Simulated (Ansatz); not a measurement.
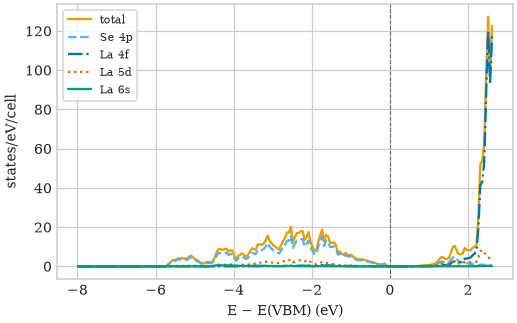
Figure. Total and projected density of states of LaSe₂ in space group P2_1/c (No. 14; La on 4e, Se on 4e, Se on 4e), plane-wave PAW r²SCAN (Ansatz code)

Problem. Which orbitals carry the states next to the gap?

Solution. Top 1 eV of the valence band: Se 4p 87 %. Bottom 1 eV of the conduction band: Se 4p 43 %, La 5d 35 %, La 4f 14 %. Projections are on Löwdin-orthogonalised atomic valence shells; empty p or d shells of many metals are not among them.

Problem. Where is the tallest occupied peak in this window, and what makes it?

Solution. Near -2.5 eV, about 20 states/eV per cell; the largest projected share is Se 4p.

The workflow started from a Materials Project entry (that database holds measured and hypothetical structures alike); the Crystallography Open Database copy checked does not list it. Whether it is the stable phase at ambient conditions was not checked. The r²SCAN relaxation kept the symmetry of its start; its stability against distortions is not shown here. Scalar-relativistic: spin–orbit coupling is off unless named, which matters more the heavier the elements.

Potentials: the later of the program's two PAW sets.
